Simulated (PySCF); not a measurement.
# C3H11PSi2: what the fields show

```yaml
atoms:
  - { symbol: C, position_ang: [-0.4368, 2.5011, 0.1668] }
  - { symbol: C, position_ang: [-0.2852, 1.0038, 0.2326] }
  - { symbol: C, position_ang: [0.6802, 0.3107, -0.6777] }
  - { symbol: Si, position_ang: [1.9024, -0.9745, -0.0863] }
  - { symbol: P, position_ang: [-1.1229, -0.0292, -1.0894] }
  - { symbol: Si, position_ang: [-1.5868, -1.9320, 0.0672] }
  - { symbol: H, position_ang: [0.4061, 2.9976, 0.6763] }
  - { symbol: H, position_ang: [-0.4564, 2.8527, -0.8764] }
  - { symbol: H, position_ang: [-1.3688, 2.8292, 0.6502] }
  - { symbol: H, position_ang: [-0.3529, 0.5910, 1.2477] }
  - { symbol: H, position_ang: [1.0973, 0.9627, -1.4594] }
  - { symbol: H, position_ang: [2.2731, -1.9045, -1.1945] }
  - { symbol: H, position_ang: [3.1477, -0.3126, 0.4160] }
  - { symbol: H, position_ang: [1.2975, -1.7589, 1.0324] }
  - { symbol: H, position_ang: [-1.3471, -1.8031, 1.5380] }
  - { symbol: H, position_ang: [-3.0398, -2.2052, -0.1567] }
  - { symbol: H, position_ang: [-0.8082, -3.0959, -0.4590] }
```

Geometry: PBE0-D3(BJ)/def2-SVP.

These are results of PBE0/pcSseg-1, SCF density, gas phase, non-relativistic (PySCF), not measurements.

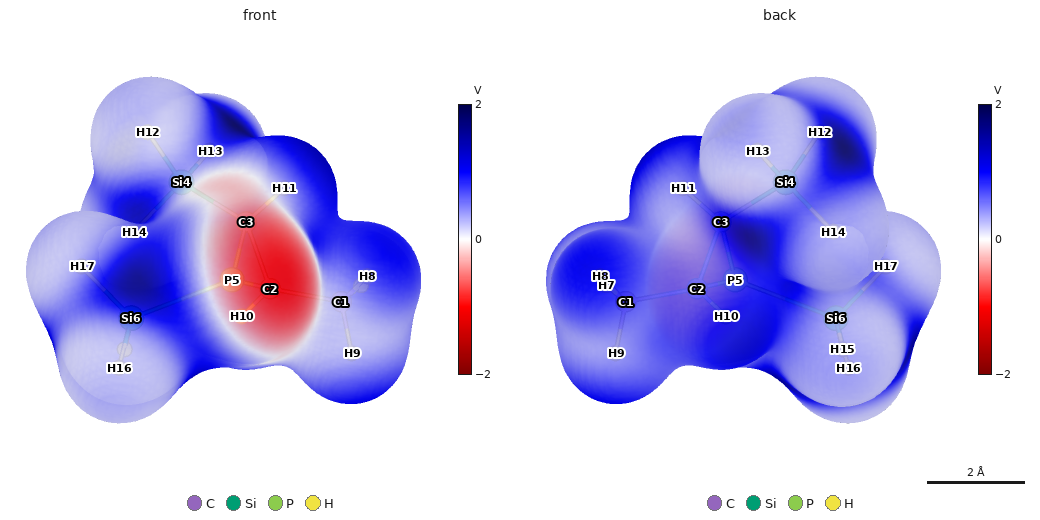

Figure 1. The molecular electrostatic potential painted on the density surface at 0.004 e/bohr³, seen from the front and from behind; the colour scale runs from red (negative) to blue (positive).

Question: Where is the surface potential most negative and most positive?

Answer: The most negative region (about −1.0 V) lies over P5, the most positive (about +1.7 V) over Si4.

Question: How polar is the molecule by this calculation?

Answer: Its dipole moment is 1.34 D.

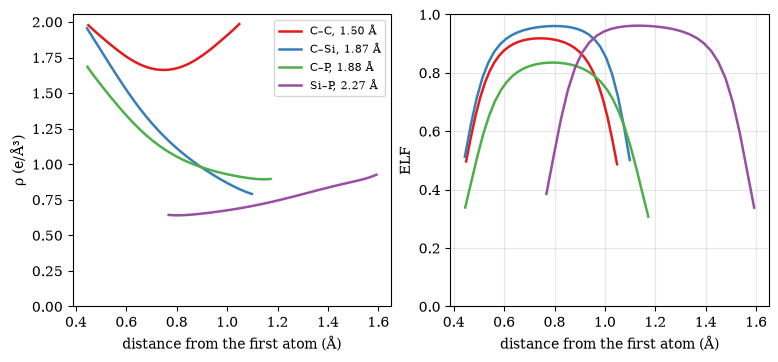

Figure 2. Total electron density and electron localisation function along straight lines between neighbouring atoms. The curves leave out the atomic cores.

Question: Compare the contacts.

Answer: C–C (1.50 Å): ρ is about 1.7 e/Å³ halfway; the ELF peaks at about 0.90 between the atoms, as expected for a shared electron pair.
C–Si (1.87 Å): ρ is about 0.94 e/Å³ halfway; the ELF peaks at about 0.95 between the atoms, as expected for a shared electron pair.
C–P (1.88 Å): ρ at the midpoint is about 0.96 e/Å³; the ELF peaks at about 0.85 between the atoms: a covalent bond.
Si–P (2.27 Å): ρ at the midpoint is about 0.72 e/Å³, with its minimum of 0.64 e/Å³ about 0.8 Å from Si; the ELF peaks at about 0.95 between the atoms; localised, covalent bonding.
